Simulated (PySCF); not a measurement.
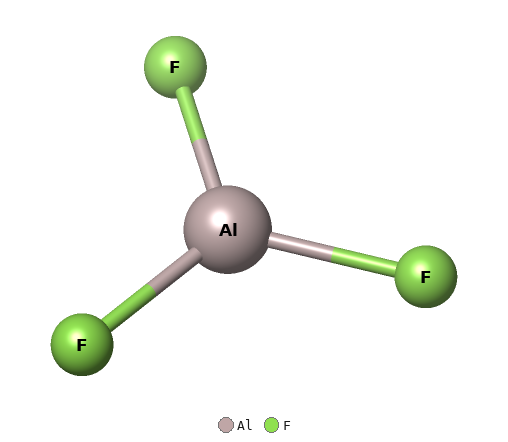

The computed structure is the end point of a PBE0-D3(BJ)/def2-SVP optimisation. No frequency run is at hand to confirm it as a minimum. Program: PySCF 2.14.0.

Compare HOMO energy (eV), HOMO–LUMO gap (eV) at these levels: B3LYP/pcSseg-1 (pcSseg-2 on Al); PBE/pcSseg-1 (pcSseg-2 on Al); PBE0/pcSseg-1 (pcSseg-2 on Al); ωB97X-D/def2-SVPD.

| level | HOMO energy (eV) | HOMO–LUMO gap (eV) |
| --- | --- | --- |
| B3LYP/pcSseg-1 (pcSseg-2 on Al) | −11.22 | 9.47 |
| PBE/pcSseg-1 (pcSseg-2 on Al) | −9.41 | 7.15 |
| PBE0/pcSseg-1 (pcSseg-2 on Al) | −11.57 | 10.22 |
| ωB97X-D/def2-SVPD | −13.90 | 13.88 |
